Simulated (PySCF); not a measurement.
# C$_{3}$H$_{5}$F, charge +1, doublet, SMILES `[CH2][CH+]CF`: electronic structure

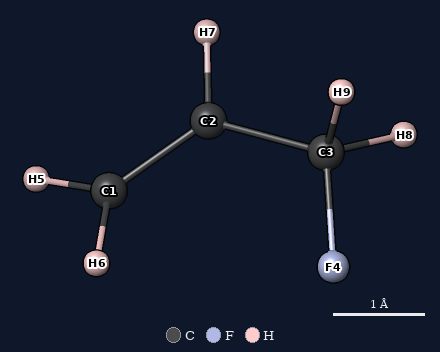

The molecule, with its atoms numbered as below. No frequency check shows the geometry to be a minimum.

Coordinates in Å:

```
C1      -1.5310   -0.4620    0.0191
C2      -0.7084    0.6045   -0.0087
C3       0.7600    0.5556    0.0375
F4       1.2687   -0.6816   -0.0626
H5      -2.5498   -0.4168   -0.3515
H6      -1.2194   -1.4286    0.4090
H7      -1.1147    1.6140   -0.0762
H8       1.2554    1.1949   -0.7202
H9       1.0875    0.9824    1.0148
```

Part 1: Bonding charge

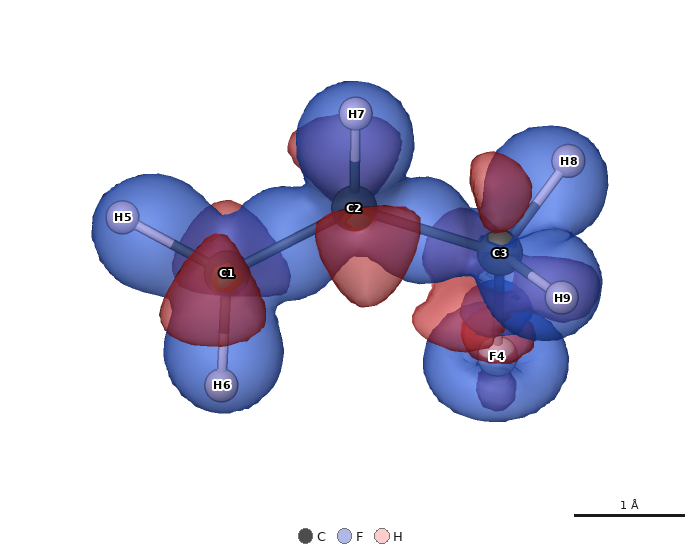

Deformation density (molecule less spherical, spin-averaged free atoms at the same positions), surfaces at ±0.1 e/Å³; blue: gain, red: loss.

Method: M06-2X/cc-pVTZ; geometry: GFN2-xTB; program: PySCF. The stability of the open-shell solution wasn't checked. GFN2-xTB doesn't know the spin state, so this open-shell geometry is rough.

**How much density has each bond gained at its critical point, relative to the free atoms?**

C1–H5: +0.89 e/Å³ at the bond critical point (bond length 1.08 Å, Mayer order 0.9). C1–H6: +0.88 e/Å³ at the bond critical point (bond length 1.09 Å, Mayer order 0.9). C2–H7: +0.88 e/Å³ at the bond critical point (bond length 1.09 Å, Mayer order 0.9). C1–C2: +0.87 e/Å³ at the bond critical point (bond length 1.35 Å, Mayer order 1.4). C3–H8: +0.81 e/Å³ at the bond critical point (bond length 1.11 Å, Mayer order 0.9). C3–H9: +0.75 e/Å³ at the bond critical point (bond length 1.12 Å, Mayer order 0.9). C2–C3: +0.61 e/Å³ at the bond critical point (bond length 1.47 Å, Mayer order 1.0). C3–F4: +0.02 e/Å³ at the bond critical point (bond length 1.34 Å, Mayer order 1.1); up to 0.6 Å beside the axis the gain reaches +0.29 e/Å³. In all, 1.9 electrons gather in the regions of gain relative to the promolecule of neutral atoms (the regions of loss give up this much and the cation's charge besides). A small or negative value marks a very polar bond, one between electron-rich atoms, whose free-atom densities already overlap strongly, a long bond to a heavier atom, or a closed-shell contact such as a hydrogen bond.

**Where do the Hirshfeld charges lie?**

The highest Hirshfeld charge is on C2 (+0.16 e), the lowest on F4 (−0.06 e).

Part 2: Bond critical points

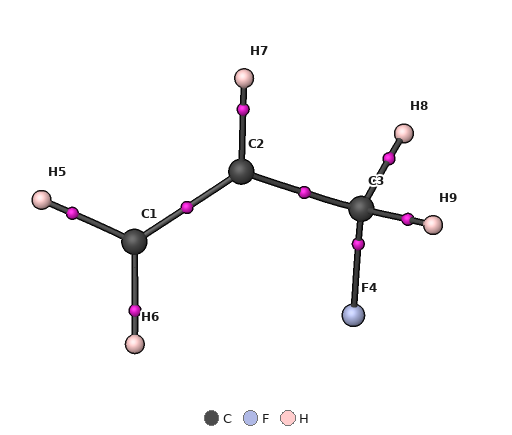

Molecular graph of the electron density (QTAIM): bond paths, bond critical points (magenta), ring points (cyan, if any); weak paths are dashed.

**How many critical points of each kind are there, and does the count close?**

9 nuclei, 8 bond, 0 ring and 0 cage critical points: 9 − 8 + 0 − 0 = 1, as the Poincaré–Hopf relation requires.

**Give the properties at the bond critical points.**

```json
{"bond": "C1–C2", "length (Å)": "1.347", "ρ (a.u.)": "0.359", "∇²ρ (a.u.)": "−1.38", "ε": "0.07", "H (a.u.)": "−0.461"}
{"bond": "C1–H5", "length (Å)": "1.085", "ρ (a.u.)": "0.298", "∇²ρ (a.u.)": "−1.26", "ε": "0.02", "H (a.u.)": "−0.342"}
{"bond": "C1–H6", "length (Å)": "1.088", "ρ (a.u.)": "0.297", "∇²ρ (a.u.)": "−1.25", "ε": "0.02", "H (a.u.)": "−0.339"}
{"bond": "C2–H7", "length (Å)": "1.090", "ρ (a.u.)": "0.296", "∇²ρ (a.u.)": "−1.23", "ε": "0.02", "H (a.u.)": "−0.334"}
{"bond": "C2–C3", "length (Å)": "1.470", "ρ (a.u.)": "0.282", "∇²ρ (a.u.)": "−0.84", "ε": "0.11", "H (a.u.)": "−0.283"}
{"bond": "C3–H8", "length (Å)": "1.108", "ρ (a.u.)": "0.281", "∇²ρ (a.u.)": "−1.11", "ε": "0.05", "H (a.u.)": "−0.306"}
{"bond": "C3–H9", "length (Å)": "1.116", "ρ (a.u.)": "0.271", "∇²ρ (a.u.)": "−1.04", "ε": "0.06", "H (a.u.)": "−0.291"}
{"bond": "C3–F4", "length (Å)": "1.341", "ρ (a.u.)": "0.271", "∇²ρ (a.u.)": "+0.06", "ε": "0.06", "H (a.u.)": "−0.399"}
```

**What kind of interaction is C3–H8?**

Shared-shell (covalent): ρ = 0.281, ∇²ρ = −1.11, H = −0.306 a.u.

Part 3: Local ionisation energy

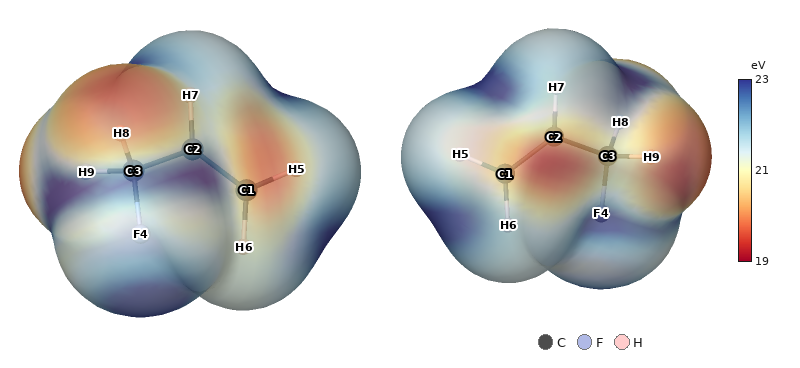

Average local ionisation energy on the surface of electron density 0.001 a.u. (back view left, front view right).

**Where are the most loosely bound electrons on this surface?**

The lowest value is 19.5 eV, over C1, off the plane of its three bonds (1.9 Å). Further minima include 19.6 eV, 1.3 Å from H9; 19.7 eV, over C1, off the plane of its three bonds (1.9 Å); 19.7 eV, 1.3 Å from H8. For comparison, the highest occupied orbital lies at −16.5 eV.

Part 4: Spin density

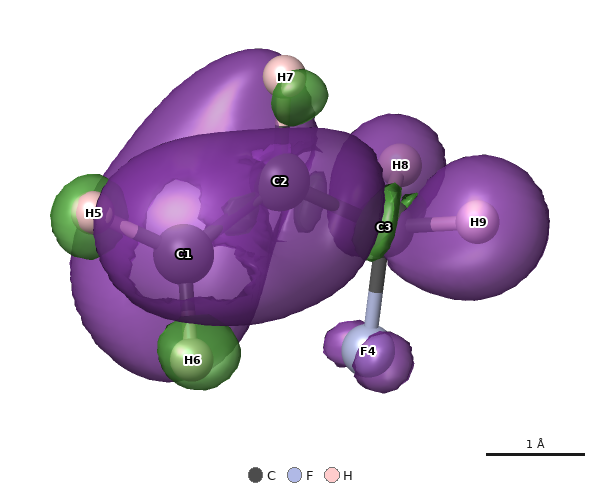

Spin density ρα − ρβ at ±0.01 e/Å³ (purple: excess α, green: excess β).

**Where is the unpaired spin?**

Hirshfeld spin populations: C1 +0.47, C2 +0.33, C3 +0.06 and H9 +0.05. ⟨S²⟩ = 0.75, as for a pure state. The picture also shows regions of β spin from spin polarisation; the Hirshfeld sums, whose atoms overlap, net them against the α spin of neighbours.

Part 5: In an electric field

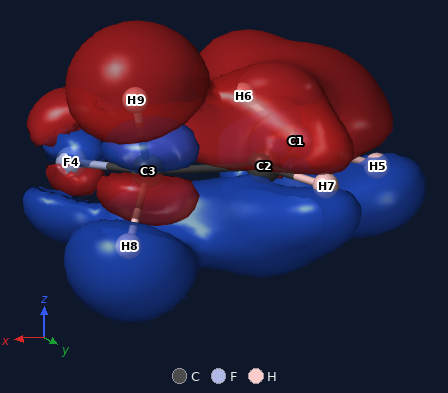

Change of the electron density in a uniform field of 0.41 V/Å, surfaces at ±0.002 e/Å³ (blue: gain, red: loss).

Computed with PySCF, TPSS/6-311+G**, geometry: GFN2-xTB. The basis has diffuse s and p functions alone, which still leaves polarisabilities too small, most of all across bonds. The stability of the open-shell solution wasn't checked. GFN2-xTB doesn't know the spin state, so this open-shell geometry is rough.

**Along which Cartesian direction does the field point?**

Along +z: electrons gather on the −z side, against the field.

**What dipole is induced, and what polarisability does it imply?**

The induced dipole is 0.46 D (along the field); α along this axis, from the fields in both directions, is 23 bohr³ (3.3 Å³).

**Which atoms gain and lose the most charge?**

Electrons gather most on H8 (Hirshfeld charge changes by −0.010 e) and leave H9 most (+0.013 e); 0.058 electrons are displaced in all.

The PySCF runs shown took 120 s and 2 min on 1 thread of Arm Neoverse V1 (shared host).
